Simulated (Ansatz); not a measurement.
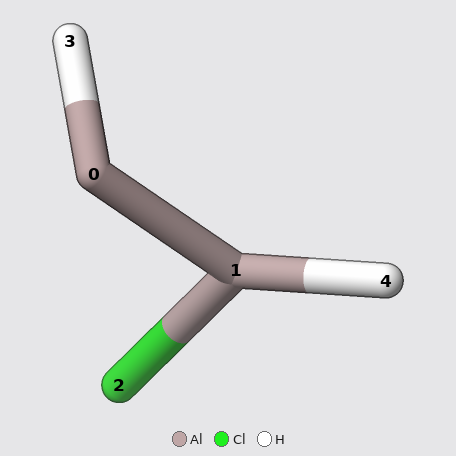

Starting geometry of the run. Atoms are numbered from 0, in the order of the input.

Ansatz 0.2.0 input:

```yaml
crystal:
  periodic: [false, false, false]
  atoms:
    - {symbol: Al, position_ang: [-0.852854, -0.328756, -0.898788]}
    - {symbol: Al, position_ang: [0.540137, -0.145083, 0.325140]}
    - {symbol: Cl, position_ang: [1.305514, 1.788045, -0.112389]}
    - {symbol: H, position_ang: [-2.047729, 0.088496, -0.374359]}
    - {symbol: H, position_ang: [1.054932, -1.402702, 1.060397]}
basis:
  gaussian: {orbitals: def2-SVP}
magnetization: {spin_polarized: true, initial_magnetization: 1}
hamiltonian: {xc: pbe, dispersion: d4}
relax: {f_tol: 0.03, max_steps: 250}
```

It was started with:

```sh
ansatz run in.yaml --threads 2 --pin off --events-out ev --progress --plain --max-ram 4352MiB
```

What the program printed (its end):

```
mean field -25728.34335480 eV, -945.4991789914 hartree, gradient 2.6e-5 eV, S^2 0.755286; 2 other end points of the search recorded, 0 dependent functions left out
the calculation of the forces begins
reference -25728.34339458 eV, -945.4991804533 hartree; 23, 22 occupied and 41, 42 virtual orbitals, 697 factors
Total energy: -25728.45029364 eV, -945.5031089212 hartree
Atom 0 at    -1.310107    -0.326982    -1.029029 Å, force    -0.020967    -0.005204    -0.003045 eV/Å
Atom 1 at     0.779525    -0.126359     0.430225 Å, force     0.005690     0.017739    -0.003594 eV/Å
Atom 2 at     1.836237     1.716175     0.159848 Å, force    -0.001411    -0.015616     0.007931 eV/Å
Atom 3 at    -2.863204     0.038569    -0.754500 Å, force     0.015833    -0.001457     0.000195 eV/Å
Atom 4 at     1.557549    -1.301402     1.193457 Å, force     0.000856     0.004538    -0.001488 eV/Å
Dipole moment:    -0.290742    -0.230645    -0.075023 e Å
```
